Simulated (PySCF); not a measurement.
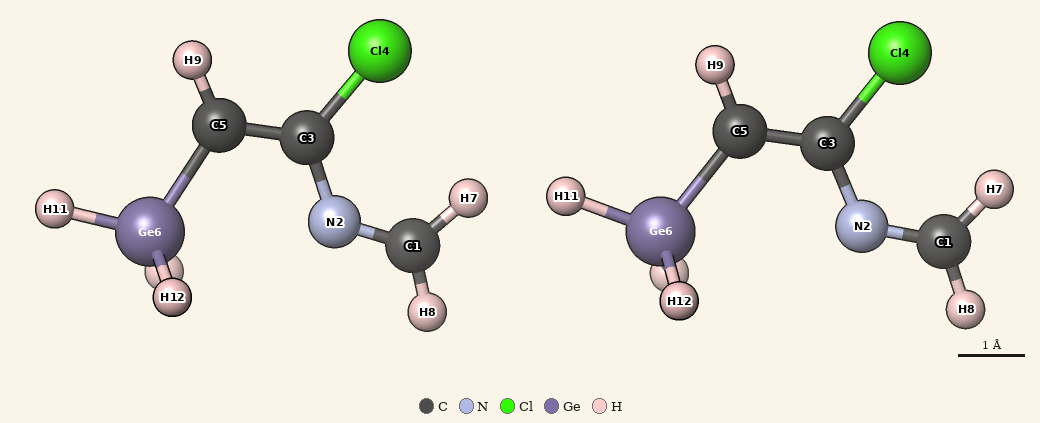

Two geometries of C₃H₆ClGeN, drawn at one scale. One is the start of a relaxation, the other its converged end. The picture is a ball-and-stick view, seen at a tilt.

Method: PBE0-D3(BJ)/def2-SVP geometry optimisation, gas phase in PySCF 2.14.0, density-fitted response routines. 

> Which geometry has the lower energy?

The right one is the relaxed one. The start comes from GFN2-xTB. Its atoms were then displaced at random by about 0.01 Å. After 7 geometry steps the energy has fallen by 0.223 eV. The atom that moves furthest after the best rigid fit is an H atom (0.28 Å). Largest moves by element: H 0.28 Å, C 0.18 Å, Ge 0.14 Å, N 0.13 Å, Cl 0.03 Å. Some distances before and after: Ge–N 2.805 → 3.055 Å, Ge–H 1.482 → 1.536 Å, C–H 1.047 → 1.097 Å, C–Cl 1.724 → 1.764 Å. Among the angles between lasting bonds that change: C–C–Ge 114.3° → 119.9°, N–C–C 116.5° → 120.6°, Ge–C–H 124.9° → 121.4°. The run took 70 s on 1 thread of Arm Neoverse V1, with other jobs on the host.
